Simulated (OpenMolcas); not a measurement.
InCNF2 (SMILES N#[C][In]([F])[F]): the HOMO–LUMO gap, rung by rung

InCNF2: 5 atoms, total charge 0, spin state singlet. SMILES: `N#[C][In]([F])[F]`. The coordinates come from a PBE0-D4/def2-TZVP relaxation.

```jsonl
{"atom": "N", "x (Å)": "1.2980", "y (Å)": "-1.5922", "z (Å)": "1.5896"}
{"atom": "C", "x (Å)": "0.7249", "y (Å)": "-0.8903", "z (Å)": "0.8786"}
{"atom": "In", "x (Å)": "-0.3060", "y (Å)": "0.3723", "z (Å)": "-0.4003"}
{"atom": "F", "x (Å)": "-1.8721", "y (Å)": "-0.1548", "z (Å)": "-1.3755"}
{"atom": "F", "x (Å)": "0.2051", "y (Å)": "2.1914", "z (Å)": "-0.7337"}
```

Each level gives the HOMO–LUMO gap (eV). The values are calculated.

```
                            level             kind     program  value (eV)  CPU time
  BLYP/def2-SVPD (core potential)              GGA  OpenMolcas        5.12      81 s
   PBE/def2-SVPD (core potential)              GGA  OpenMolcas        5.21      75 s
revPBE/def2-SVPD (core potential)              GGA  OpenMolcas        5.26      80 s
r2SCAN/def2-SVPD (core potential)         meta-GGA  OpenMolcas        5.91      90 s
 BHLYP/def2-SVPD (core potential)    global hybrid  OpenMolcas       10.01      60 s
M06-2X/def2-SVPD (core potential)  hybrid meta-GGA  OpenMolcas       10.08      82 s
  PBE0/def2-SVPD (core potential)    global hybrid  OpenMolcas        7.96      63 s
B2PLYP/def2-SVPD (core potential)    double hybrid  OpenMolcas       10.27      50 s
```

The values span 5.12 to 10.27 eV. Orbital gaps aren't excitation energies, and those of double hybrids come from the SCF part alone; they tend to grow with the share of exact exchange. CPU times are rough (shared hosts, several kinds of processor): they show what a rung costs within a factor of a few.

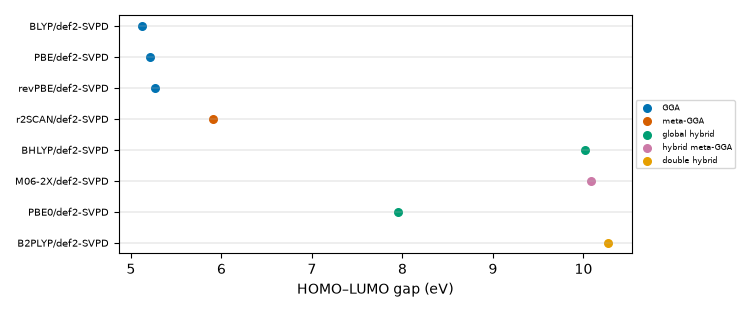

The values of the table, level by level.
